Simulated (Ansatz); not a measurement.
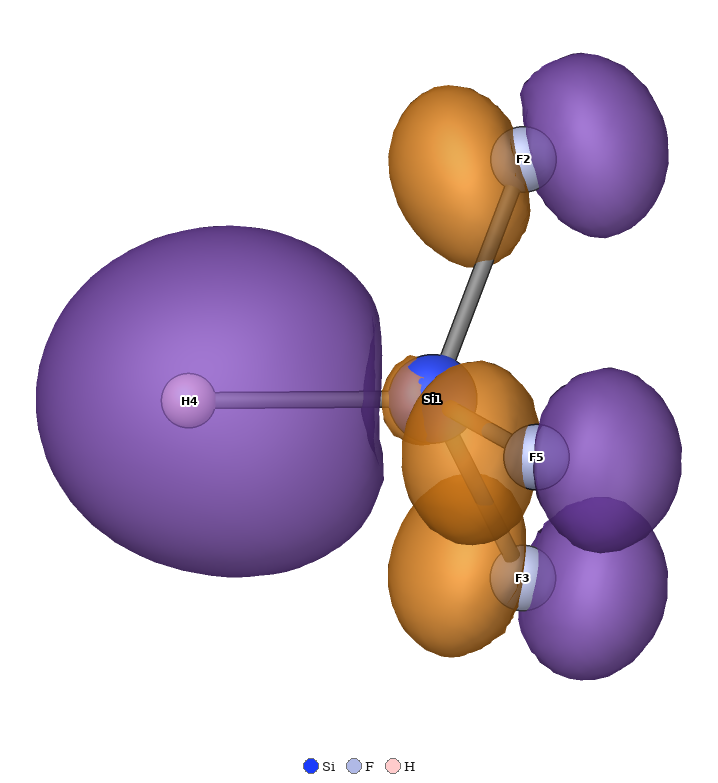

Figure 1: F3HSi. The HOMO at ±0.15 Å⁻³ᐟ² (orange and purple are the two phases), seen at an oblique angle.

Method: RKS PBE0/def2-SVP in Ansatz 0.2.0.

```tsv
atom	x (Å)	y (Å)	z (Å)
Si	-0.0106	0.0190	-0.0074
F	0.0093	-0.0159	1.5908
F	1.5030	-0.0159	-0.5210
H	-0.7017	1.2160	-0.4962
F	-0.7372	-1.3092	-0.5213
```

What is the character of this orbital?

By Hirshfeld shares it lies mainly on H4 (about 35 %), Si1 (about 25 %), F2 (about 15 %), F3 (about 15 %) and F5 (about 15 %). Its energy is −11.18 eV.
